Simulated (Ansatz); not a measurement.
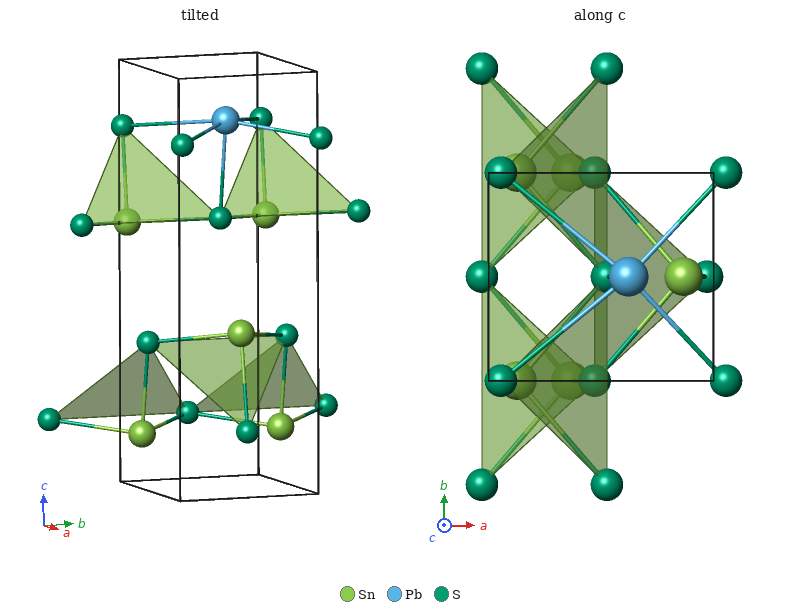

Crystal structure, polyhedral style, seen slightly off an axis and along the c axis. The lines enclose the conventional unit cell; boundary atoms appear with their images. Some neighbours outside the box are added.

Sn3PbS4, space group Pm (No. 6), a = 4.407 Å, b = 4.075 Å, c = 11.621 Å, α = 90.00°, β = 90.55°, γ = 90.00°. Its origin is a structure type filled with these elements by a generator (whether the compound takes this form wasn't checked). Earlier steps of the study, as a rule a relaxation of our own, may have changed the cell and positions, so they can lie some per cent off the listed ones. A calculation with Ansatz used it as input.

This one geometry was computed with Ansatz (DFT, plane waves, PAW) at three levels of theory: PBE with spin-orbit coupling, PBE and r2SCAN.

Q: How does the band gap change with the level of theory?

A: PBE with spin-orbit coupling: a gap of 0.73 eV, indirect; PBE: a gap of 0.88 eV, indirect; r2SCAN: a gap of 1.09 eV, indirect.

Q: Collect the results in a table.

A:
| level | cutoff (eV) | k-mesh of the run's cell | gap (eV) | pressure (GPa) |
| --- | --- | --- | --- | --- |
| PBE with spin-orbit coupling | 420 | 6×8×4 | 0.73 | -0.1 |
| PBE | 420 | 6×8×4 | 0.88 | 0.0 |
| r2SCAN | 500 | 6×8×4 | 1.09 | -1.2 |

Gaps are taken on the k-mesh or band path of each run.
